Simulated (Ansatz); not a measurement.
# AgBr: a point defect seen from the nuclei (Ag vacancy), part 3 of 3

Wanted: the field gradients around Ag vacancy in AgBr, cell charge -1, before and after the neighbours move. The cell is a supercell built from a computed entry of the Materials Project. Planned: a single point, then a relaxation, then a check of ecutwfc with width with method.

Ansatz 0.2.0; DFT, PBE, plane-wave PAW, default files, scalar-relativistic, as far as a step names no other.

## Step 4: Trying other settings (basis.ecutwfc = 550 eV, scf.occupations.width removed, scf.occupations.method = tetrahedron)

Input file input.yaml:

```yaml
crystal:
  lattice:
    - [0.0, 8.6765084379, 8.6765084379]
    - [8.6765084379, 0.0, 8.6765084379]
    - [8.6765084379, 8.6765084379, 0.0]
  atoms:
    - { symbol: Ag, position: [0.0, 0.0, 0.3333333333] }
    - { symbol: Ag, position: [0.0, 0.0, 0.6666666667] }
    - { symbol: Ag, position: [0.0, 0.3333333333, 0.0] }
    - { symbol: Ag, position: [0.0, 0.3333333333, 0.3333333333] }
    - { symbol: Ag, position: [0.0, 0.3333333333, 0.6666666667] }
    - { symbol: Ag, position: [0.0, 0.6666666667, 0.0] }
    - { symbol: Ag, position: [0.0, 0.6666666667, 0.3333333333] }
    - { symbol: Ag, position: [0.0, 0.6666666667, 0.6666666667] }
    - { symbol: Ag, position: [0.3333333333, 0.0, 0.0] }
    - { symbol: Ag, position: [0.3333333333, 0.0, 0.3333333333] }
    - { symbol: Ag, position: [0.3333333333, 0.0, 0.6666666667] }
    - { symbol: Ag, position: [0.3333333333, 0.3333333333, 0.0] }
    - { symbol: Ag, position: [0.3333333333, 0.3333333333, 0.3333333333] }
    - { symbol: Ag, position: [0.3333333333, 0.3333333333, 0.6666666667] }
    - { symbol: Ag, position: [0.3333333333, 0.6666666667, 0.0] }
    - { symbol: Ag, position: [0.3333333333, 0.6666666667, 0.3333333333] }
    - { symbol: Ag, position: [0.3333333333, 0.6666666667, 0.6666666667] }
    - { symbol: Ag, position: [0.6666666667, 0.0, 0.0] }
    - { symbol: Ag, position: [0.6666666667, 0.0, 0.3333333333] }
    - { symbol: Ag, position: [0.6666666667, 0.0, 0.6666666667] }
    - { symbol: Ag, position: [0.6666666667, 0.3333333333, 0.0] }
    - { symbol: Ag, position: [0.6666666667, 0.3333333333, 0.3333333333] }
    - { symbol: Ag, position: [0.6666666667, 0.3333333333, 0.6666666667] }
    - { symbol: Ag, position: [0.6666666667, 0.6666666667, 0.0] }
    - { symbol: Ag, position: [0.6666666667, 0.6666666667, 0.3333333333] }
    - { symbol: Ag, position: [0.6666666667, 0.6666666667, 0.6666666667] }
    - { symbol: Br, position: [0.1666666667, 0.1666666667, 0.1666666667] }
    - { symbol: Br, position: [0.1666666667, 0.1666666667, 0.5] }
    - { symbol: Br, position: [0.1666666667, 0.1666666667, 0.8333333333] }
    - { symbol: Br, position: [0.1666666667, 0.5, 0.1666666667] }
    - { symbol: Br, position: [0.1666666667, 0.5, 0.5] }
    - { symbol: Br, position: [0.1666666667, 0.5, 0.8333333333] }
    - { symbol: Br, position: [0.1666666667, 0.8333333333, 0.1666666667] }
    - { symbol: Br, position: [0.1666666667, 0.8333333333, 0.5] }
    - { symbol: Br, position: [0.1666666667, 0.8333333333, 0.8333333333] }
    - { symbol: Br, position: [0.5, 0.1666666667, 0.1666666667] }
    - { symbol: Br, position: [0.5, 0.1666666667, 0.5] }
    - { symbol: Br, position: [0.5, 0.1666666667, 0.8333333333] }
    - { symbol: Br, position: [0.5, 0.5, 0.1666666667] }
    - { symbol: Br, position: [0.5, 0.5, 0.5] }
    - { symbol: Br, position: [0.5, 0.5, 0.8333333333] }
    - { symbol: Br, position: [0.5, 0.8333333333, 0.1666666667] }
    - { symbol: Br, position: [0.5, 0.8333333333, 0.5] }
    - { symbol: Br, position: [0.5, 0.8333333333, 0.8333333333] }
    - { symbol: Br, position: [0.8333333333, 0.1666666667, 0.1666666667] }
    - { symbol: Br, position: [0.8333333333, 0.1666666667, 0.5] }
    - { symbol: Br, position: [0.8333333333, 0.1666666667, 0.8333333333] }
    - { symbol: Br, position: [0.8333333333, 0.5, 0.1666666667] }
    - { symbol: Br, position: [0.8333333333, 0.5, 0.5] }
    - { symbol: Br, position: [0.8333333333, 0.5, 0.8333333333] }
    - { symbol: Br, position: [0.8333333333, 0.8333333333, 0.1666666667] }
    - { symbol: Br, position: [0.8333333333, 0.8333333333, 0.5] }
    - { symbol: Br, position: [0.8333333333, 0.8333333333, 0.8333333333] }
total_charge: -1
kpoints:
  mp_grid: { grid: [2, 2, 2] }
scf:
  occupations: { method: tetrahedron }
hamiltonian:
  xc: pbe
  pseudopotentials: { kind: paw }
output:
  forces: true
  stress: true
  populations: true
  efg: { quadrupole_moments_barn: { Br: 0.2579 }, contact_densities: true }
  write_density: true
  write_potential: true
  elf: true
  volumetric_format: npy
basis:
  ecutwfc: "550 eV"
```

Command:

```console
$ ansatz run input.yaml --threads 4 --pin off --max-ram 8192MiB --backend cpu --events-out ev --progress --plain --runs-dir out
```

Standard output:

```text
Warning: output.forces, output.stress, relax.cell or npt_langevin: where a Kohn–Sham band that disperses or a degenerate level is filled in part under the method tetrahedron, the forces or the stress that this run publishes need not agree with its energy (scf.occupations.method in the input reference, under Limitations); prefer a smearing scheme for the forces or the stress
Warning: RAYON_NUM_THREADS=4 ignored (pool sized by the plan → 4); use --threads N
band count auto-derived: 419 (N_el = 684.0; filled up to band 342; 411 by the electrons, moments and atoms)
Ag: output.efg is read without spin–orbit coupling, which moves field gradients at and beside such atoms by some per cent and up to a factor of two; PAW files take it under magnetization.noncollinear and magnetization.spin_orbit
Engine: ansatz 0.2.0, aarch64-unknown-linux-gnu
Pseudopotentials: kind: paw
Pseudopotential: Ag, paw, valence charge 19, recommended cutoff 420 eV (normal), Ag.paw.azcp
Pseudopotential: Br, paw, valence charge 7, recommended cutoff 420 eV (normal), Br.paw.azcp
Functional definition: PBE
  parameter kappa = 0.804
  parameter beta = 0.06672455060314922
  exchange = pbe_x(kappa = kappa, mu = beta*pi^2/3)
  correlation = pbe_c(beta = beta)
Crystal: 53 atoms, lattice volume = 1306.366 Å³
Basis set: ecut = 550 eV, 38421 PW (Γ), exchange–correlation on 192×192×192 points (8 copies of the dense FFT grid, shifted against one another)
Bands: 419, of which v1, the nominal top of the filled ones, is band 342 counted from 1 (341 counted from 0)
Symmetry: 48 space group operations
Space group: Fm-3m (ITA 225), of the structure as read, at distance tolerance 1.1e-4 Å
k-points: 3 of 8
Non-local potential: Ag, projectors of the file, l = 0: 3, l = 1: 2, l = 2: 2, l = 3: 1
Non-local potential: Br, projectors of the file, l = 0: 2, l = 1: 2, l = 2: 2
PAW form: soft (Blöchl's): semilocal exchange-correlation on the pseudo side does not see the compensation charge
PAW one-centre angular grid: Ag, 590 points (default); XC on 64 Gauss nodes
PAW one-centre angular grid: Br, 110 points (default); XC on 64 Gauss nodes
Initial density: superposition of atomic densities (neutral atoms scaled as one to the charged cell's electrons: chi_scale 0, normalization atom), corrected by the library's trained network
Initial wavefunctions: pseudopotential atomic-orbital guess
Functional: x = pbe(κ = 0.804, μ = 0.2195149727645171), c = pbe(β = 0.06672455060314922)
SCF iter   1: F=—  HF=-272509.651881 eV  |F-HF|=—  |Δ(HF+E_count)|=         —  Δρ=6.93e-3  dr2=6.55e-1  ethr=1.77e-3  ⟨swp⟩=6.3  Hψ=5033  notcnv=0  defer=44
preconditioner: auto → Resta (q_TF=auto, 2.449 Å⁻¹)  ε∞=6.4  [insulator: Δε(μ)=0.704 eV  Ē_g=9.687 eV  n_scr=330 (ndim 8)  ℏωp=22.4 eV  f_vac=0.036  ε∞_Penn≈6.4]
SCF iter   2: F=—  HF=-272509.465429 eV  |F-HF|=—  |Δ(HF+E_count)|=   1.86e-1  Δρ=7.82e-4  dr2=1.81e-2  ethr=9.57e-5  ⟨swp⟩=3.0  Hψ=2284  notcnv=0  defer=209
SCF iter   3: F=—  HF=-272509.466037 eV  |F-HF|=—  |Δ(HF+E_count)|=   6.08e-4  Δρ=5.12e-4  dr2=5.47e-3  ethr=2.65e-6  ⟨swp⟩=2.3  Hψ=2097  notcnv=0  defer=209
SCF iter   4: F=—  HF=-272509.466745 eV  |F-HF|=—  |Δ(HF+E_count)|=   7.08e-4  Δρ=1.18e-4  dr2=2.82e-4  ethr=8.00e-7  ⟨swp⟩=3.0  Hψ=2116  notcnv=0  defer=209
SCF iter   5: F=—  HF=-272509.466728 eV  |F-HF|=—  |Δ(HF+E_count)|=   1.65e-5  Δρ=3.76e-5  dr2=4.10e-5  ethr=4.12e-8  ⟨swp⟩=2.7  Hψ=1729  notcnv=0  defer=209
SCF iter   6: F=—  HF=-272509.466768 eV  |F-HF|=—  |Δ(HF+E_count)|=   3.97e-5  Δρ=1.39e-5  dr2=3.56e-6  ethr=6.00e-9  ⟨swp⟩=3.0  Hψ=1756  notcnv=0  defer=209
SCF iter   7: F=—  HF=-272509.466770 eV  |F-HF|=—  |Δ(HF+E_count)|=   2.09e-6  Δρ=9.60e-6  dr2=1.19e-6  ethr=5.21e-10  ⟨swp⟩=3.0  Hψ=2038  notcnv=0  defer=209
SCF iter   8: F=—  HF=-272509.466770 eV  |F-HF|=—  |Δ(HF+E_count)|=   2.26e-7  Δρ=2.36e-6  dr2=1.48e-7  ethr=1.73e-10  ⟨swp⟩=3.0  Hψ=2037  notcnv=0  defer=209
SCF iter   9: F=-272509.466771 eV  HF=-272509.466771 eV  |F-HF|=2.07e-8  |Δ(HF+E_count)|=   1.81e-7  Δρ=6.18e-7  dr2=1.07e-8  ethr=1.46e-11  ⟨swp⟩=14.7  Hψ=10062  notcnv=0
SCF 1 converged in 9 iterations: F = -272509.466771 eV  dr2 = 1.07e-8
SCF converged after 9 iterations
Stability not checked: this state was not tested for a lower state beside it, because cold or Methfessel-Paxton smearing, or corrected tetrahedra, fill the levels in a way that the test cannot read (fill_not_monotonic; see scf.lower_state_search)
Free energy (F): -272509.466771 eV
Harris-Foulkes:  -272509.466771 eV  (|F-HF|=2.07e-8)
Internal energy: -272509.466771 eV  (E = F + TS)
E sigma→0 (E₀):  -272509.466771 eV
Fermi energy:    7.508273 eV
--- Per-component energies (eV) ---
[... 15 lines left out ...]
--- Forces (eV/Å), atoms counted from 1 ---
  atom   1  Ag    -0.11075225    -0.11075225     0.00000000
  atom   2  Ag     0.11075225     0.11075225    -0.00000000
  atom   3  Ag    -0.11075225     0.00000000    -0.11075225
  atom   4  Ag    -0.00490093     0.00490093     0.00490093
  atom   5  Ag     0.00000000     0.11075225    -0.11075225
  atom   6  Ag     0.11075225    -0.00000000     0.11075225
[... 47 lines left out ...]
  max |Σ_I F_I| component: 2.36e-16 eV/Å
--- Stress (GPa, compression-positive) ---
        1.084439      -0.000000       0.000000
        0.000000       1.084439      -0.000000
        0.000000       0.000000       1.084439
  P = ⅓ Tr σ = 1.0844 GPa (10.844 kbar)
--- PAW observables at the nuclei: V_zz in 10²¹ V/m², potentials from the cell's mean, atoms counted from 1 ---
  atom   1  Ag V_zz =    +0.614210   η = 0.0674   by run symmetry: allowed
            electrostatic potential = -7475.598228 V   contact ρ = 948351.674074 e/Å³
  atom   2  Ag V_zz =    +0.614210   η = 0.0674   by run symmetry: allowed
            electrostatic potential = -7475.598228 V   contact ρ = 948351.674074 e/Å³
  atom   3  Ag V_zz =    +0.614210   η = 0.0674   by run symmetry: allowed
            electrostatic potential = -7475.598228 V   contact ρ = 948351.674074 e/Å³
  atom   4  Ag V_zz =    -0.019991   η = 0.0000   by run symmetry: allowed
            electrostatic potential = -7475.479588 V   contact ρ = 948351.872549 e/Å³
  atom   5  Ag V_zz =    +0.614210   η = 0.0674   by run symmetry: allowed
            electrostatic potential = -7475.598228 V   contact ρ = 948351.674074 e/Å³
  atom   6  Ag V_zz =    +0.614210   η = 0.0674   by run symmetry: allowed
            electrostatic potential = -7475.598228 V   contact ρ = 948351.674074 e/Å³
  atom   7  Ag V_zz =    +0.614210   η = 0.0674   by run symmetry: allowed
            electrostatic potential = -7475.598228 V   contact ρ = 948351.674074 e/Å³
  atom   8  Ag V_zz =    -0.019991   η = 0.0000   by run symmetry: allowed
            electrostatic potential = -7475.479588 V   contact ρ = 948351.872549 e/Å³
  atom   9  Ag V_zz =    +0.614210   η = 0.0674   by run symmetry: allowed
            electrostatic potential = -7475.598228 V   contact ρ = 948351.674074 e/Å³
  atom  10  Ag V_zz =    -0.019991   η = 0.0000   by run symmetry: allowed
            electrostatic potential = -7475.479588 V   contact ρ = 948351.872549 e/Å³
  atom  11  Ag V_zz =    +0.614210   η = 0.0674   by run symmetry: allowed
            electrostatic potential = -7475.598228 V   contact ρ = 948351.674074 e/Å³
  atom  12  Ag V_zz =    -0.019991   η = 0.0000   by run symmetry: allowed
            electrostatic potential = -7475.479588 V   contact ρ = 948351.872549 e/Å³
  atom  13  Ag V_zz =    -0.019991   η = 0.0000   by run symmetry: allowed
            electrostatic potential = -7475.479588 V   contact ρ = 948351.872549 e/Å³
  atom  14  Ag V_zz =    -1.133330   η = 0.0000   by run symmetry: allowed
            electrostatic potential = -7475.580322 V   contact ρ = 948351.999249 e/Å³
  atom  15  Ag V_zz =    +0.614210   η = 0.0674   by run symmetry: allowed
            electrostatic potential = -7475.598228 V   contact ρ = 948351.674074 e/Å³
  atom  16  Ag V_zz =    -1.133330   η = 0.0000   by run symmetry: allowed
            electrostatic potential = -7475.580322 V   contact ρ = 948351.999249 e/Å³
  atom  17  Ag V_zz =    -1.133330   η = 0.0000   by run symmetry: allowed
            electrostatic potential = -7475.580322 V   contact ρ = 948351.999249 e/Å³
  atom  18  Ag V_zz =    +0.614210   η = 0.0674   by run symmetry: allowed
            electrostatic potential = -7475.598228 V   contact ρ = 948351.674074 e/Å³
  atom  19  Ag V_zz =    +0.614210   η = 0.0674   by run symmetry: allowed
            electrostatic potential = -7475.598228 V   contact ρ = 948351.674074 e/Å³
  atom  20  Ag V_zz =    -0.019991   η = 0.0000   by run symmetry: allowed
            electrostatic potential = -7475.479588 V   contact ρ = 948351.872549 e/Å³
  atom  21  Ag V_zz =    +0.614210   η = 0.0674   by run symmetry: allowed
            electrostatic potential = -7475.598228 V   contact ρ = 948351.674074 e/Å³
  atom  22  Ag V_zz =    -1.133330   η = 0.0000   by run symmetry: allowed
            electrostatic potential = -7475.580322 V   contact ρ = 948351.999249 e/Å³
  atom  23  Ag V_zz =    -1.133330   η = 0.0000   by run symmetry: allowed
            electrostatic potential = -7475.580322 V   contact ρ = 948351.999249 e/Å³
  atom  24  Ag V_zz =    -0.019991   η = 0.0000   by run symmetry: allowed
            electrostatic potential = -7475.479588 V   contact ρ = 948351.872549 e/Å³
  atom  25  Ag V_zz =    -1.133330   η = 0.0000   by run symmetry: allowed
            electrostatic potential = -7475.580322 V   contact ρ = 948351.999249 e/Å³
  atom  26  Ag V_zz =    -0.019991   η = 0.0000   by run symmetry: allowed
            electrostatic potential = -7475.479588 V   contact ρ = 948351.872549 e/Å³
  atom  27  Br V_zz =    -0.551282   η = 0.0000   by run symmetry: allowed   C_q = -3.4378 MHz
            electrostatic potential = -4909.304500 V   contact ρ = 293247.363664 e/Å³
  atom  28  Br V_zz =    -0.551282   η = 0.0000   by run symmetry: allowed   C_q = -3.4378 MHz
            electrostatic potential = -4909.304500 V   contact ρ = 293247.363664 e/Å³
  atom  29  Br V_zz =   -10.474873   η = 0.0000   by run symmetry: allowed   C_q = -65.3212 MHz
            electrostatic potential = -4909.741528 V   contact ρ = 293246.129105 e/Å³
  atom  30  Br V_zz =    -0.551282   η = 0.0000   by run symmetry: allowed   C_q = -3.4378 MHz
            electrostatic potential = -4909.304500 V   contact ρ = 293247.363664 e/Å³
  atom  31  Br V_zz =    -1.225578   η = 0.3920   by run symmetry: allowed   C_q = -7.6427 MHz
            electrostatic potential = -4909.301015 V   contact ρ = 293247.359589 e/Å³
  atom  32  Br V_zz =    -1.225578   η = 0.3920   by run symmetry: allowed   C_q = -7.6427 MHz
            electrostatic potential = -4909.301015 V   contact ρ = 293247.359589 e/Å³
  atom  33  Br V_zz =   -10.474873   η = 0.0000   by run symmetry: allowed   C_q = -65.3212 MHz
            electrostatic potential = -4909.741528 V   contact ρ = 293246.129105 e/Å³
  atom  34  Br V_zz =    -1.225578   η = 0.3920   by run symmetry: allowed   C_q = -7.6427 MHz
            electrostatic potential = -4909.301015 V   contact ρ = 293247.359589 e/Å³
  atom  35  Br V_zz =   -10.474873   η = 0.0000   by run symmetry: allowed   C_q = -65.3212 MHz
            electrostatic potential = -4909.741528 V   contact ρ = 293246.129105 e/Å³
  atom  36  Br V_zz =    -0.551282   η = 0.0000   by run symmetry: allowed   C_q = -3.4378 MHz
            electrostatic potential = -4909.304500 V   contact ρ = 293247.363664 e/Å³
  atom  37  Br V_zz =    -1.225578   η = 0.3920   by run symmetry: allowed   C_q = -7.6427 MHz
            electrostatic potential = -4909.301015 V   contact ρ = 293247.359589 e/Å³
  atom  38  Br V_zz =    -1.225578   η = 0.3920   by run symmetry: allowed   C_q = -7.6427 MHz
            electrostatic potential = -4909.301015 V   contact ρ = 293247.359589 e/Å³
  atom  39  Br V_zz =    -1.225578   η = 0.3920   by run symmetry: allowed   C_q = -7.6427 MHz
            electrostatic potential = -4909.301015 V   contact ρ = 293247.359589 e/Å³
  atom  40  Br V_zz =    +0.000000   η = 0.0000   by run symmetry: forbidden   C_q = +0.0000 MHz
            electrostatic potential = -4909.236765 V   contact ρ = 293247.366658 e/Å³
  atom  41  Br V_zz =    -1.225578   η = 0.3920   by run symmetry: allowed   C_q = -7.6427 MHz
            electrostatic potential = -4909.301015 V   contact ρ = 293247.359589 e/Å³
  atom  42  Br V_zz =    -1.225578   η = 0.3920   by run symmetry: allowed   C_q = -7.6427 MHz
            electrostatic potential = -4909.301015 V   contact ρ = 293247.359589 e/Å³
  atom  43  Br V_zz =    -1.225578   η = 0.3920   by run symmetry: allowed   C_q = -7.6427 MHz
            electrostatic potential = -4909.301015 V   contact ρ = 293247.359589 e/Å³
  atom  44  Br V_zz =    -0.551282   η = 0.0000   by run symmetry: allowed   C_q = -3.4378 MHz
            electrostatic potential = -4909.304500 V   contact ρ = 293247.363664 e/Å³
  atom  45  Br V_zz =   -10.474873   η = 0.0000   by run symmetry: allowed   C_q = -65.3212 MHz
            electrostatic potential = -4909.741528 V   contact ρ = 293246.129105 e/Å³
  atom  46  Br V_zz =    -1.225578   η = 0.3920   by run symmetry: allowed   C_q = -7.6427 MHz
            electrostatic potential = -4909.301015 V   contact ρ = 293247.359589 e/Å³
  atom  47  Br V_zz =   -10.474873   η = 0.0000   by run symmetry: allowed   C_q = -65.3212 MHz
            electrostatic potential = -4909.741528 V   contact ρ = 293246.129105 e/Å³
  atom  48  Br V_zz =    -1.225578   η = 0.3920   by run symmetry: allowed   C_q = -7.6427 MHz
            electrostatic potential = -4909.301015 V   contact ρ = 293247.359589 e/Å³
  atom  49  Br V_zz =    -1.225578   η = 0.3920   by run symmetry: allowed   C_q = -7.6427 MHz
            electrostatic potential = -4909.301015 V   contact ρ = 293247.359589 e/Å³
  atom  50  Br V_zz =    -0.551282   η = 0.0000   by run symmetry: allowed   C_q = -3.4378 MHz
            electrostatic potential = -4909.304500 V   contact ρ = 293247.363664 e/Å³
  atom  51  Br V_zz =   -10.474873   η = 0.0000   by run symmetry: allowed   C_q = -65.3212 MHz
            electrostatic potential = -4909.741528 V   contact ρ = 293246.129105 e/Å³
  atom  52  Br V_zz =    -0.551282   η = 0.0000   by run symmetry: allowed   C_q = -3.4378 MHz
            electrostatic potential = -4909.304500 V   contact ρ = 293247.363664 e/Å³
  atom  53  Br V_zz =    -0.551282   η = 0.0000   by run symmetry: allowed   C_q = -3.4378 MHz
            electrostatic potential = -4909.304500 V   contact ρ = 293247.363664 e/Å³
--- Band table (eV) ---
[... 3 lines left out ...]
--- Löwdin populations: 53 sites ---
  site symbol       q [e]
[... 53 lines left out ...]
  spilling = 0.003388 (of n_electrons = 684.000000)
```

It took 93 s on 4 threads of Arm Neoverse V1, shared host; peak memory 4.9 GiB.

The run ends with gap on the mesh 0.76 eV, largest force 0.204 eV/Å, pressure 1.1 GPa.

Beside the values of step 2 (V_zz in 10²¹ V/m²):

```tsv
site	atoms	V_zz, PBE	V_zz, new settings	η, PBE	η, new settings
Br29	29, 33, 35, …	-10.48	-10.47	0.00	0.00
Ag1	1, 2, 3, …	0.62	0.61	0.07	0.07
Br27	27, 28, 30, …	-0.55	-0.55	0.00	0.00
Ag14	14, 16, 17, …	-1.13	-1.13	0.00	0.00
Br31	31, 32, 34, …	-1.23	-1.23	0.39	0.39
Ag4	4, 8, 10, …	-0.020	-0.020	0.00	0.00
Br40	40	0.00	0.00	–	–
```

The sizes of the gradients above 0.15 moved by 0.0 % in the median, 0.1 % at the site that moves most (small gradients counted from 0.15; Ag14, -1.135 to -1.133). The free energy moved by -1.6 meV/atom.

## Step 5: Simulated spectra, from step 3

⁸¹Br (I = 3/2, Q = 257.9 mb) in zero field: pure quadrupole lines, for atoms at rest. Strengths are squared matrix elements for a powder, against the strongest line of the same site.

```tsv
site	count	line (MHz)	strength
Br29	6	30.5	1.00
Br27	8	1.36	1.00
Br31	12	4.44	1.00
```

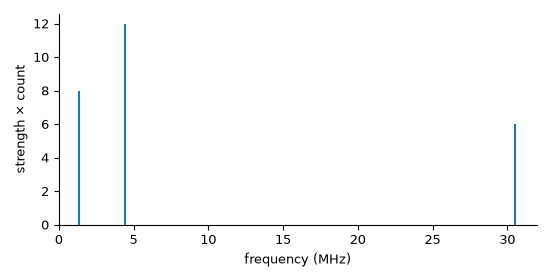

Stick spectrum of the ⁸¹Br quadrupole resonances of the sites tabulated.

## Step 6: Summary of results

What follows sums up all 3 parts.

| quantity | value |
| --- | --- |
| state (step 3) | gap on the mesh 0.77 eV, largest force 0.029 eV/Å, pressure 1.2 GPa |
| V_zz by site, step 3 (10²¹ V/m²) | Br29 -9.78, Ag1 0.75, Br27 0.44, Ag14 -1.89, Br31 1.37, Ag4 0.056, Br40 0.00 |
| largest C_Q in size, step 3 | 61.0 MHz, ⁸¹Br at Br29 |
| step 3 (ions relaxed) against step 2 | 21 % in the median, 67 % at the site that moves most (small gradients counted from 0.15; Ag14, -1.13 to -1.89), with a change of sign at Br27, Br31 |
| step 4 (basis.ecutwfc = 550 eV, scf.occupations.width removed, scf.occupations.method = tetrahedron) against step 2, before relaxation | 0.0 % in the median, 0.1 % at the site that moves most (small gradients counted from 0.15; Ag14, -1.135 to -1.133) |

What this shows: The largest gradient sits at Br29 (5 Ag at 2.80–2.86 Å). The runs allow no spin. The relaxation kept the symmetry Fm-3m, so a distorted place of lower energy may have been missed. Moves of at most 0.07 Å on relaxation changed gradients by up to 67 % in size at the worst site (21 % in the median) (gradients over 0.15 counted), so small moves matter. The highest ⁸¹Br quadrupole line lies at 30.5 MHz, for nuclei at rest; thermal motion mostly lowers such lines a little. The defect repeats with the cell of 53 atoms, so it feels its images: sites between two images don't show the values beside a lone defect, and zeros or small values of η there can come from the images' arrangement. A uniform background compensates the cell's charge. With a gap of 0.8 eV on this mesh, small gradients can still move by 0.1 × 10²¹ V/m² or more as the k-mesh gets denser. The program warns that gradients near heavy atoms lack spin–orbit coupling.

The gaps are Kohn-Sham values of a semilocal functional, not quasiparticle or optical gaps. Such gaps usually fall short of the measured ones.
